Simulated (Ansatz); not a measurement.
**NClO (nitrosyl chloride): levels of theory compared**

We compute a comparison of 6 runs (PBE0/STO-3G, SVWN5/STO-3G, UPBE/STO-3G, wB97X/STO-3G, RPA@PBE/STO-3G, UCCSD(T)/STO-3G) of NClO (nitrosyl chloride). 

Program for the calculation: Ansatz 0.2.0.

50 further runs of the same task are left out: 5 that didn't finish, 45 set aside as unsound or not needed.

## Step 1: The structure to begin with

The species is NClO (3 atoms), meant as a singlet with charge 0. As SMILES, `O=NCl`. The Cl3–N2 distance was set to 2.430 Å, away from the relaxed value. At this shape a bond of the SMILES string is far longer than usual.

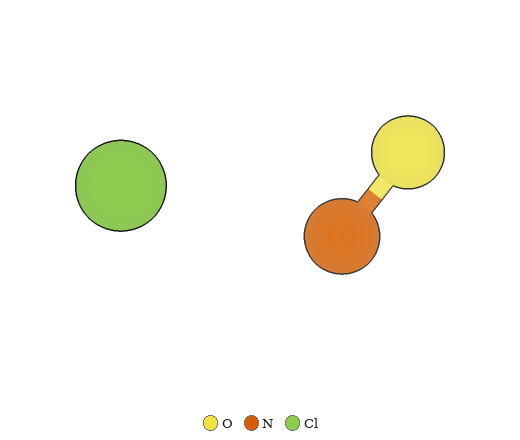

Viewed from a chosen angle; oxygen yellow, nitrogen orange, chlorine green.

## Step 2: A single-point energy at PBE0/STO-3G (run 1)

Input file input.yaml:

```yaml
crystal:
  periodic: [false, false, false]
  atoms:
    - {symbol: O, position_ang: [1.276126, -0.722694, 0.624431]}
    - {symbol: N, position_ang: [0.328096, -0.983914, 0.074711]}
    - {symbol: Cl, position_ang: [-1.052130, 0.937900, -0.478040]}
basis:
  gaussian: {orbitals: STO-3G}
magnetization: {spin_polarized: false, initial_magnetization: 0}
accuracy: high
hamiltonian: {xc: pbe0}
```

Run with:

```console
$ ansatz run input.yaml --threads 1 --pin off --max-ram 3480MiB --events-out events.jsonl --progress --plain --runs-dir runs
```

Standard output:

```text
Warning: RAYON_NUM_THREADS=1 ignored (pool sized by the plan → 1); use --threads N
Functional definition: PBE0
  name "PBE0"
  parameter a = 0.25
  parameter kappa = 0.804
  parameter beta = 0.06672455060314922
  exchange = (1 - a)*pbe_x(kappa = kappa, mu = beta*pi^2/3) + a*exact_x
  correlation = pbe_c(beta = beta)
313 factors; integrals over basis functions are off by at most 3.2e-8 eV
mean field evaluation 1: about -15860.0659 eV, gradient 1.8e1 eV
mean field evaluation 2: about -15764.8316 eV, gradient 5.7e1 eV
mean field evaluation 4: about -15863.4375 eV, gradient 1.3e1 eV
mean field evaluation 8: about -15863.4174 eV, gradient 1.3e1 eV
mean field evaluation 16: about -15865.0328 eV, gradient 2.0e-6 eV
mean field -15865.03284258 eV, -583.0292032595 hartree, gradient 1.2e-8 eV, S^2 0.000000; 0 other end points of the search recorded, 0 dependent functions left out
reference -15865.03284346 eV, -583.0292032915 hartree; 16, 16 occupied and 3, 3 virtual orbitals, 313 factors
Total energy: -15865.03284346 eV, -583.0292032915 hartree
```

It took 0.99 s on 1 thread of Arm Neoverse V1, shared host.

## Step 3: The energy at SVWN5/STO-3G (run 2)

Input file molecule.yaml:

```yaml
crystal:
  periodic: [false, false, false]
  atoms:
    - {symbol: O, position_ang: [1.276126, -0.722694, 0.624431]}
    - {symbol: N, position_ang: [0.328096, -0.983914, 0.074711]}
    - {symbol: Cl, position_ang: [-1.052130, 0.937900, -0.478040]}
basis:
  gaussian: {orbitals: STO-3G}
accuracy: high
hamiltonian: {xc: {name: SVWN5}}
```

Run with:

```console
$ ansatz run molecule.yaml --threads 1 --pin off --max-ram 3480MiB --events-out events.jsonl --progress --plain --runs-dir runs
```

Standard output:

```text
Warning: RAYON_NUM_THREADS=1 ignored (pool sized by the plan → 1); use --threads N
Functional definition: SVWN5
  name "SVWN5"
  exchange = slater_x
  correlation = vwn5_c
313 factors; integrals over basis functions are off by at most 3.2e-8 eV
mean field evaluation 1: about -15797.6614 eV, gradient 2.7e1 eV
mean field evaluation 2: about -15696.0541 eV, gradient 6.3e1 eV
mean field evaluation 4: about -15737.7167 eV, gradient 9.3e1 eV
mean field evaluation 8: about -15804.1435 eV, gradient 1.8e-1 eV
mean field evaluation 16: about -15775.9111 eV, gradient 6.4e1 eV
mean field evaluation 32: about -15803.7034 eV, gradient 1.9e0 eV
mean field -15804.14361906 eV, -580.7915655671 hartree, gradient 1.4e-8 eV, S^2 0.000000; 4 other end points of the search recorded, 0 dependent functions left out
reference -15804.14362018 eV, -580.7915656085 hartree; 16, 16 occupied and 3, 3 virtual orbitals, 313 factors
Total energy: -15804.14362018 eV, -580.7915656085 hartree
```

Run time: 1.1 s. Hardware: 1 thread of Arm Neoverse V1, shared host.

Run 3 isn't shown in full; the table further down has it.

## Step 4: The energy at wB97X/STO-3G (run 4)

Input file molecule.yaml:

```yaml
crystal:
  periodic: [false, false, false]
  atoms:
    - symbol: O
      position_ang: [1.276126, -0.722694, 0.624431]
    - symbol: "N"
      position_ang: [0.328096, -0.983914, 0.074711]
    - symbol: Cl
      position_ang: [-1.052130, 0.937900, -0.478040]
basis:
  gaussian:
    orbitals: STO-3G
hamiltonian:
  xc: {name: wB97X}
accuracy: high
```

Run with:

```console
$ ansatz run molecule.yaml --threads 1 --pin off --max-ram 3480MiB --events-out events.jsonl --progress --plain --runs-dir runs
```

Standard output (excerpt; [...] marks lines left out):

```text
Warning: RAYON_NUM_THREADS=1 ignored (pool sized by the plan → 1); use --threads N
Functional definition: wB97X
  name "wB97X"
[...]
      + exact_x_lr(omega)
[...]
      + integral(e_c_pw_opposite_spin*poly(b97_u_opposite, 1, cos1, cos2, cos3, cos4))
313 factors; integrals over basis functions are off by at most 3.2e-8 eV
127 factors; integrals over basis functions are off by at most 1.1e-9 eV
[...]
mean field -15871.40279399 eV, -583.2632946558 hartree, gradient 1.3e-8 eV, S^2 0.000000; 0 other end points of the search recorded, 0 dependent functions left out
reference -15871.40279310 eV, -583.2632946232 hartree; 16, 16 occupied and 3, 3 virtual orbitals, 313 factors
Total energy: -15871.40279310 eV, -583.2632946232 hartree
```

Run time: 3.6 s. Hardware: 1 thread of Arm Neoverse V1, shared host; peak memory 0.2 GiB.

Run 5 isn't shown in full; the table further down has it.

## Step 5: A single-point energy at UCCSD(T)/STO-3G (run 6)

Input file input.yaml:

```yaml
crystal:
  periodic: [false, false, false]
  atoms:
    - {symbol: O, position_ang: [1.276126, -0.722694, 0.624431]}
    - {symbol: "N", position_ang: [0.328096, -0.983914, 0.074711]}
    - {symbol: Cl, position_ang: [-1.052130, 0.937900, -0.478040]}
basis:
  gaussian: {orbitals: STO-3G}
magnetization: {spin_polarized: true, initial_magnetization: 0}
correlation: {method: ccsd_t, frozen_orbitals: {Cl: 5, "N": 1, O: 1}}
accuracy: high
scf: {omitted_lower_state_checks: [cluster_reference, increment]}
```

Run with:

```console
$ ansatz run input.yaml --threads 1 --pin off --max-ram 3480MiB --events-out events.jsonl --progress --plain --runs-dir runs
```

Standard output:

```text
Warning: RAYON_NUM_THREADS=1 ignored (pool sized by the plan → 1); use --threads N
[... 19 lines left out ...]
7 core orbitals not correlated: weight in the atoms' cores, before any rotation towards them, 1.000 or more for the frozen orbitals, at most 0.000 for the correlated occupied ones
[... 46 lines left out ...]
Total energy: -15842.72635125 eV, -582.2094548230 hartree
Checks for a lower state left out: cluster_reference, increment
```

It took 1.3 s on 1 thread of Arm Neoverse V1, shared host.

## Step 6: The series

```
run            level  frozen core orbitals  energy (Eh)  wall time
  1      PBE0/STO-3G                     –  -583.029203     0.99 s
  2     SVWN5/STO-3G                     –  -580.791566      1.1 s
  3      UPBE/STO-3G                     –  -582.975471      4.8 s
  4     wB97X/STO-3G                     –  -583.263295      3.6 s
  5   RPA@PBE/STO-3G                     7  -582.291706      2.6 s
  6  UCCSD(T)/STO-3G                     7  -582.209455      1.3 s
```

## Step 7: Outcome

```
                                          quantity          value
                               run 6: total energy  -582.20945 Eh
run 6: correlation energy (7 core orbitals frozen)     -142.8 mEh
                             run 6: (T) correction      -6.00 mEh
          run 6: ⟨S²⟩ of the reference determinant          0.953
                              run 6: T1 diagnostic          0.058
```

**Reading.** Totals of different functionals can't be ranked against each other. In runs 1, 2, 3, 4, 5, 6 the basis is minimal, so the values are rough. Spin contamination of the reference: run 6 ⟨S²⟩ = 0.95. Where it is this large, the reference is a mixture of spin states, and values that rest on it are in doubt. All runs together took 14 s, the longest 4.8 s.
